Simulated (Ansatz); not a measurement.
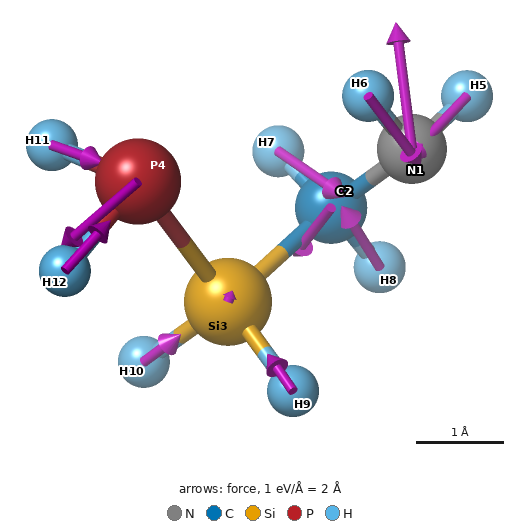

Starting geometry of CH8NPSi with the computed forces as purple arrows. A ball-and-stick model, seen at a tilt.

The start comes from PBE-D4/def2-SVP.

Method: RKS PBE0-D4/def2-TZVP in Ansatz. (force threshold 0.005 eV/Å; at most 150 steps)

What follows when this structure is relaxed?

It isn't relaxed: the largest force vector, on N1, is 0.75 eV/Å. The final displacements follow the starting forces only in part (cosine between the two patterns 0.54). The energy falls by 0.049 eV in 7 geometry steps. Largest force component: 0.62 eV/Å at the start, 0.0047 eV/Å at the end. The atom that moves furthest after the best rigid fit is H9 (0.044 Å). By element the largest moves are H 0.044 Å, Si 0.026 Å, P 0.026 Å, N 0.016 Å, C 0.011 Å. Near-neighbour distances that change, for instance: Si3–P4 2.288 → 2.261 Å, P4–H11 1.442 → 1.421 Å, C2–Si3 1.905 → 1.884 Å, C2–H7 1.124 → 1.103 Å. Cost: 21 s on 4 threads of Arm Neoverse V2 (shared host).
